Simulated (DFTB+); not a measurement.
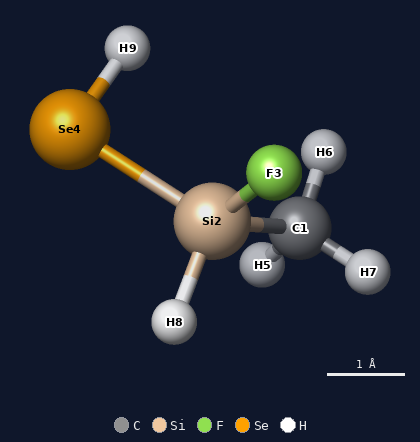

**Figure 1.** The structure (ball-and-stick view, seen at a tilt; atoms are numbered from 1 in the order of the input). Bond lengths as drawn: C–H 1.09 Å, C–Si 1.85 Å, F–Si 1.60 Å, H–Se 1.47 Å, H–Si 1.48 Å and Se–Si 2.27 Å.

**CH$_{5}$FSeSi: single-point calculation**

CH$_{5}$FSeSi, SMILES C[SiH](F)[SeH], computed with GFN2-xTB, R-SCC, dispersion built in, COSMO solvent water (DFTB+ 25.1).

The geometry comes from this level: PBE0-D4/def2-TZVP.

**The program's output**
```
|  DFTB+ development version (commit: a23bfb2)

Reading input file 'dftb_in.hsd'
Parser version: 14

--------------------------------------------------------------------------------

Processed input in HSD format written to 'dftb_pin.hsd'

Starting initialization...
--------------------------------------------------------------------------------
OpenMP threads:              1
Chosen random seed:          116738509
Current stacksize:           unlimited
Mode:                        Static calculation
Self consistent charges:     Yes
SCC-tolerance:                 0.100000E-04
Max. scc iterations:                    100
Shell resolved Hubbard:      Yes
Spin polarisation:           No
Nr. of up electrons:            13.000000
Nr. of down electrons:          13.000000
Periodic boundaries:         No
Electronic solver:           Relatively robust
Mixer:                       Broyden mixer
Mixing parameter:                  0.200000
Nr. of chrg. vec. in memory:            100
Max. SCC-cycles:                        100
tblite library version:      0.3.0
-> parametrization:          GFN2-xTB
-> repulsion:                Yes
-> dispersion:               Yes
-> halogen bonding:          No
-> electrostatics:           Yes
   -> isotropic:             Yes
   -> anisotropic:           Yes
   -> third-order:           Yes
Electronic temperature:              0.950045E-03 H      0.258520E-01 eV
Initial charges:             Set automatically (system chrg:   0.000E+00)
Included shells:             C:  s, p
                            Si:  s, p, d
                             F:  s, p
                            Se:  s, p, d
                             H:  s
Solvation:                   conductor like screening model
Dielectric constant:           7.850000E+01
Free energy shift:             0.000000E+00 H      0.000000E+00 eV
Grid points:                   2.718000E+03 total           302 per atom
Solver:                      domain decomposition
SASA model:                  No
Solvated fields rescaled:    Yes
Extra options:
                             Mulliken analysis

--------------------------------------------------------------------------------

***  Geometry step: 0

 iSCC Total electronic   Diff electronic      SCC error
    1   -0.14274853E+02    0.00000000E+00    0.14464816E+01
    2   -0.14464893E+02   -0.14274853E+02    0.89556469E+00
    3   -0.14495191E+02   -0.19004053E+00    0.35436303E+00
    4   -0.14497125E+02   -0.30297650E-01    0.33269357E+00
    5   -0.14497914E+02   -0.19343864E-02    0.26771143E+00
    6   -0.14499068E+02   -0.78816237E-03    0.24442097E+00
    7   -0.14503944E+02   -0.11548352E-02    0.11008480E+00
    8   -0.14505840E+02   -0.48756663E-02    0.52459004E-01
    9   -0.14505480E+02   -0.18959171E-02    0.80593415E-01
   10   -0.14506394E+02    0.36031977E-03    0.68075292E-01
   11   -0.14506623E+02   -0.91415127E-03    0.29354040E-01
   12   -0.14506685E+02   -0.22874575E-03    0.24886403E-01
   13   -0.14506720E+02   -0.62273894E-04    0.15433318E-02
   14   -0.14506721E+02   -0.34855176E-04    0.14103657E-02
   15   -0.14506727E+02   -0.11613570E-05    0.98876913E-03
   16   -0.14506725E+02   -0.58698088E-05    0.49751385E-03
   17   -0.14506726E+02    0.16275241E-05    0.38440637E-03
   18   -0.14506725E+02   -0.51505163E-06    0.15418973E-03
   19   -0.14506725E+02    0.55093853E-06    0.10134860E-04
   20   -0.14506725E+02    0.31904042E-06    0.33566709E-05

Total Energy:                      -14.4138501146 H         -392.2208 eV
Extrapolated to 0K:                -14.4138501146 H         -392.2208 eV
Total Mermin free energy:          -14.4138501146 H         -392.2208 eV
Force related energy:              -14.4138501146 H         -392.2208 eV

Cavity information written to dftbp.cosmo

--------------------------------------------------------------------------------
--------------------------------------------------------------------------------
SCC                                    +       1.32 ( 99.1%)       1.34 ( 99.0%)
--------------------------------------------------------------------------------
Missing                                +       0.01 (  0.9%)       0.01 (  1.0%)
Total                                  =       1.33 (100.0%)       1.35 (100.0%)
--------------------------------------------------------------------------------
```

**File detailed.out**
```
Fermi distribution function

Calculation with static geometry

********************************************************************************
 iSCC Total electronic   Diff electronic      SCC error
   20   -0.14506725E+02    0.31904042E-06    0.33566709E-05
********************************************************************************

 Total charge:    -0.00000000

 Atomic gross charges (e)
 Atom           Charge
    1      -0.19843643
    2       0.63027661
    3      -0.29310848
    4      -0.64126926
    5       0.09642866
    6       0.10504658
    7       0.09134600
    8      -0.00373516
    9       0.21345149

Nr. of electrons (up):     26.00000000
Atom populations (up)
 Atom       Population
    1       4.19843643
    2       3.36972339
    3       7.29310848
    4       6.64126926
    5       0.90357134
    6       0.89495342
    7       0.90865400
    8       1.00373516
    9       0.78654851

l-shell populations (up)
 Atom Sh.   l       Population
    1   1   0       1.03149887
    1   2   1       3.16693756
    2   1   0       1.33227344
    2   2   1       1.67643510
    2   3   2       0.36101485
    3   1   0       1.76552318
    3   2   1       5.52758530
    4   1   0       2.01233218
    4   2   1       4.56214139
    4   3   2       0.06679570
    5   1   0       0.90357134
    6   1   0       0.89495342
    7   1   0       0.90865400
    8   1   0       1.00373516
    9   1   0       0.78654851

Orbital populations (up)
 Atom Sh.   l   m       Population  Label
    1   1   0   0       1.03149887  s
    1   2   1  -1       1.05184339  p_y
    1   2   1   0       1.04714313  p_z
    1   2   1   1       1.06795104  p_x
    2   1   0   0       1.33227344  s
    2   2   1  -1       0.72483793  p_y
    2   2   1   0       0.54330434  p_z
    2   2   1   1       0.40829282  p_x
    2   3   2  -2       0.06382752  d_xy
    2   3   2  -1       0.04584213  d_yz
    2   3   2   0       0.07603786  d_z2
    2   3   2   1       0.11985051  d_xz
    2   3   2   2       0.05545684  d_x2-y2
    3   1   0   0       1.76552318  s
    3   2   1  -1       1.89288677  p_y
    3   2   1   0       1.88250833  p_z
    3   2   1   1       1.75219021  p_x
    4   1   0   0       2.01233218  s
    4   2   1  -1       1.21091446  p_y
    4   2   1   0       1.68955002  p_z
    4   2   1   1       1.66167691  p_x
    4   3   2  -2       0.00988456  d_xy
    4   3   2  -1       0.02633635  d_yz
    4   3   2   0       0.00413606  d_z2
    4   3   2   1       0.02183970  d_xz
    4   3   2   2       0.00459903  d_x2-y2
    5   1   0   0       0.90357134  s
    6   1   0   0       0.89495342  s
    7   1   0   0       0.90865400  s
    8   1   0   0       1.00373516  s
    9   1   0   0       0.78654851  s

Fermi level:                        -0.3195959700 H           -8.6966 eV
Band energy:                       -14.3539846225 H         -390.5918 eV
TS:                                  0.0000000000 H            0.0000 eV
Band free energy (E-TS):           -14.3539846225 H         -390.5918 eV
Extrapolated E(0K):                -14.3539846225 H         -390.5918 eV
Input / Output electrons (q):     26.0000000000     26.0000000000

Energy H0:                         -14.5326833041 H         -395.4544 eV
Energy SCC:                          0.0459564295 H            1.2505 eV
Solvation energy:                   -0.0199979352 H           -0.5442 eV
Total Electronic energy:           -14.5067248098 H         -394.7481 eV
Repulsive energy:                    0.0977457130 H            2.6598 eV
Total energy:                      -14.4138501146 H         -392.2208 eV
Extrapolated to 0:                 -14.4138501146 H         -392.2208 eV
Total Mermin free energy:          -14.4138501146 H         -392.2208 eV
Force related energy:              -14.4138501146 H         -392.2208 eV

Non-constrained calculation

SCC converged

Dipole moment:    0.28536558    1.13129434   -2.24294123 au
Dipole moment:    0.72532700    2.87546364   -5.70098841 Debye
```

**File band.out**
```
 KPT            1  SPIN            1  KWEIGHT    1.0000000000000000
     1    -23.7970  2.00000
     2    -20.9283  2.00000
     3    -18.4768  2.00000
     4    -15.4870  2.00000
     5    -14.6073  2.00000
     6    -14.5447  2.00000
     7    -14.1601  2.00000
     8    -13.3092  2.00000
     9    -12.8183  2.00000
    10    -12.7123  2.00000
    11    -11.7996  2.00000
    12    -11.6098  2.00000
    13    -11.0455  2.00000
    14     -6.3478  0.00000
    15     -4.9994  0.00000
    16     -4.8483  0.00000
    17     -4.2658  0.00000
    18     -2.1871  0.00000
    19     -1.2952  0.00000
    20     -0.7471  0.00000
    21     -0.6114  0.00000
    22      2.0682  0.00000
    23      3.0282  0.00000
    24      4.8472  0.00000
    25      6.1696  0.00000
    26      6.3449  0.00000
    27     10.5631  0.00000
    28     14.5179  0.00000
    29     18.2128  0.00000
    30     25.1632  0.00000
    31     30.7894  0.00000
```

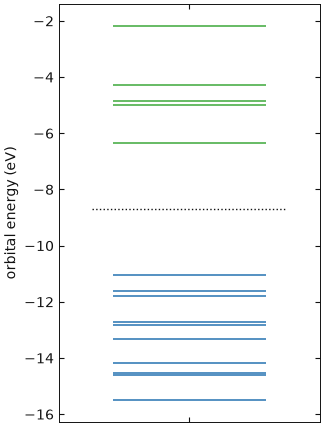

**Figure 2.** Orbital energies near the frontier; the dotted line parts filled from empty levels, and levels within 0.02 eV of each other stand side by side. Highest filled −11.05 eV, lowest empty −6.35 eV, 4.70 eV apart.

The run was set up as follows.

**The input (dftb_in.hsd)**
```
Geometry = {
  TypeNames = {
    "C" "Si" "F" "Se" "H"
  }
  TypesAndCoordinates [Angstrom] = {
    1 0.022000 0.604500 -1.003100
    2 0.411300 -0.676600 0.276000
    3 1.817000 -0.289700 0.939300
    4 -1.205500 -0.851300 1.856100
    5 -0.903300 0.352100 -1.524800
    5 -0.099000 1.587900 -0.543200
    5 0.832300 0.665800 -1.734200
    5 0.547800 -2.045000 -0.275300
    5 -1.334100 0.606100 1.992200
  }
}

Hamiltonian = xTB {
  Method = "GFN2-xTB"
  Solvation = Cosmo {
    Solvent = fromName {
      "water"
    }
    RadiiScaling = {
      C = 1.1
      Si = 1.1
      F = 1.1
      Se = 1.1
      H = 1.1
    }
    AngularGrid = 302
    FreeEnergyShift [kcal/mol] = 0.0
    Solver = DomainDecomposition {
      MaxMoment = 10
      Accuracy = 1e-08
    }
  }
}

Options = {
  WriteResultsTag = Yes
}

ParserOptions = {
  ParserVersion = 14
}
```

Run as:
```bash
dftb+ > dftb.out
```

**Key numbers**

- outcome: converged
- Mermin free energy: −14.413850 hartree
- solvation energy: −0.019998 hartree
- basis functions: 31
- HOMO: −11.05 eV
- LUMO: −6.35 eV
- dipole moment: 6.43 D
- hardware: 1 thread of Intel Xeon (Sapphire Rapids), 32 GiB of memory available, shared host
- wall time: 1.4 s
- peak memory: 0.071 GiB

**Remarks**

Settings chosen away from the usual ones: angular_grid.
